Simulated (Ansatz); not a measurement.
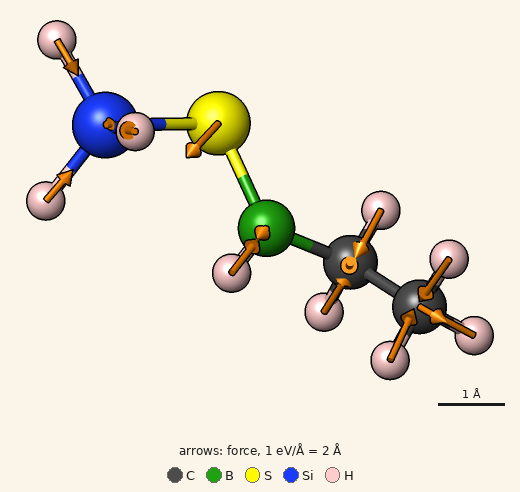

Starting geometry of C₂H₉BSSi with the computed forces as orange arrows. The picture is a ball-and-stick view, seen from a free direction.

The start comes from PBE-D4/def2-SVP.

Theory: RKS PBE0-D4/def2-TZVP (Ansatz).

The input:
```yaml
crystal:
  periodic: [false, false, false]
  atoms:
    - {symbol: C, position_ang: [-1.006439, 1.220035, 1.956935]}
    - {symbol: C, position_ang: [0.317824, 0.966918, 1.216245]}
    - {symbol: B, position_ang: [0.219982, -0.060985, 0.032659]}
    - {symbol: S, position_ang: [1.093939, 0.244704, -1.516515]}
    - {symbol: Si, position_ang: [0.584887, -1.589449, -2.579956]}
    - {symbol: H, position_ang: [-0.865695, 1.870731, 2.844271]}
    - {symbol: H, position_ang: [-1.464766, 0.271693, 2.305370]}
    - {symbol: H, position_ang: [-1.748346, 1.717907, 1.299112]}
    - {symbol: H, position_ang: [0.793010, 1.922206, 0.906470]}
    - {symbol: H, position_ang: [1.044333, 0.495480, 1.925216]}
    - {symbol: H, position_ang: [-0.423706, -1.092369, 0.154648]}
    - {symbol: H, position_ang: [1.115360, -2.787274, -1.845879]}
    - {symbol: H, position_ang: [1.230373, -1.500857, -3.933749]}
    - {symbol: H, position_ang: [-0.903856, -1.708042, -2.736028]}
basis:
  gaussian: {orbitals: def2-TZVP}
hamiltonian: {xc: pbe0, dispersion: d4}
relax: {f_tol: 0.005, max_steps: 150}
```

Launched with:
```bash
ansatz run in.yaml --threads 4 --pin off --events-out ev --progress --plain --max-ram 10444MiB
```

> What follows when this structure is relaxed?

It isn't relaxed: the largest force vector, on H6, is 0.55 eV/Å. The final displacements follow the starting forces only in part (cosine between the two patterns 0.48). H14 moves most after the best rigid fit: 0.056 Å. By element the largest moves are H 0.056 Å, Si 0.037 Å, C 0.031 Å, S 0.013 Å, B 0.007 Å. Some distances before and after: S4–Si5 2.180 → 2.148 Å, B3–H11 1.222 → 1.201 Å, Si5–H12 1.502 → 1.483 Å, C2–H10 1.119 → 1.102 Å. The energy falls by 0.051 eV in 7 accepted moves (9 points after the start). The largest force component goes from 0.44 to 0.0016 eV/Å. The line search rejected the trial steps at points 3, 8 of the run. The run took 47 s on 4 threads of Arm Neoverse V1 (shared host).
